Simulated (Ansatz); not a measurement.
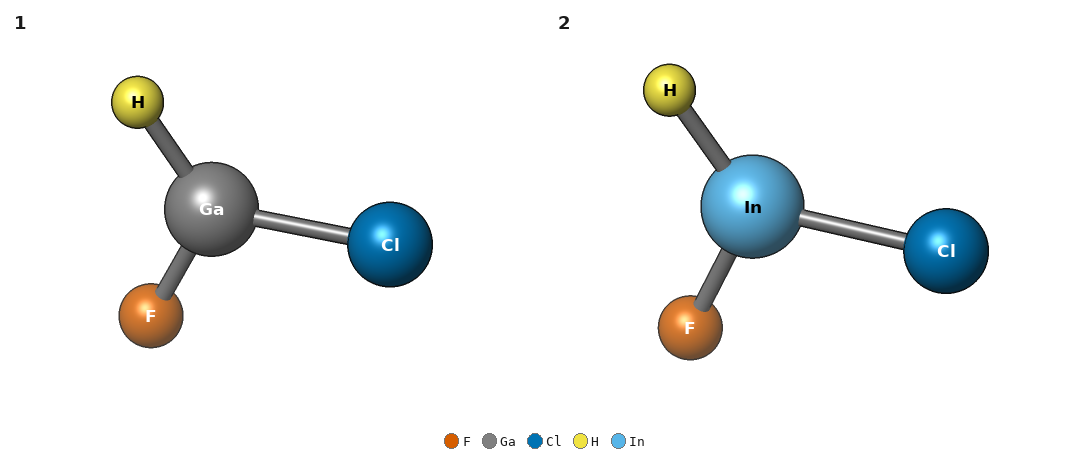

2 molecules with one skeleton, seen from the same side and at one scale. Each species is neutral and a spin singlet. Computed geometries: PBE0-D4/def2-TZVP optimisations, one conformation each. Properties computed with Ansatz 0.2.0. Elements past Kr carry core potentials.

One atom differs, called X below: Ga in panel 1, In in panel 2. Their formulas are ClFGaH (`[F][GaH][Cl]`), ClFHIn (`[F][InH][Cl]`).

### In which is the length of X–F larger (PBE0-D4/def2-TZVP)?

In panel 2 (X = In).

### In which is the length of X–H larger (PBE0-D4/def2-TZVP)?

In panel 2 (X = In).

Give the values. With PBE0-D4/def2-TZVP: length of X–Cl (Å), length of X–F (Å), length of X–H (Å), angle F–X–Cl (°). With CAM-B3LYP-D4/def2-TZVPP: HOMO energy (Kohn–Sham orbital) (eV), HOMO–LUMO gap (eV). With PBE0-D4/def2-TZVPP: vertical ionisation energy (eV). With r2SCAN-D4/def2-TZVPP: dipole moment (D).

```json
{"quantity": "length of X–Cl (Å)", "1 (Ga)": "2.122", "2 (In)": "2.305", "2 − 1": "+0.183"}
{"quantity": "length of X–F (Å)", "1 (Ga)": "1.744", "2 (In)": "1.939", "2 − 1": "+0.195"}
{"quantity": "length of X–H (Å)", "1 (Ga)": "1.541", "2 (In)": "1.688", "2 − 1": "+0.147"}
{"quantity": "angle F–X–Cl (°)", "1 (Ga)": "113.4", "2 (In)": "109.3", "2 − 1": "−4.1"}
{"quantity": "HOMO energy (Kohn–Sham orbital) (eV)", "1 (Ga)": "−10.75", "2 (In)": "−10.46", "2 − 1": "+0.29"}
{"quantity": "HOMO–LUMO gap (eV)", "1 (Ga)": "10.07", "2 (In)": "9.41", "2 − 1": "−0.66"}
{"quantity": "vertical ionisation energy (eV)", "1 (Ga)": "11.85", "2 (In)": "11.45", "2 − 1": "−0.40"}
{"quantity": "dipole moment (D)", "1 (Ga)": "2.06", "2 (In)": "2.97", "2 − 1": "+0.91"}
```
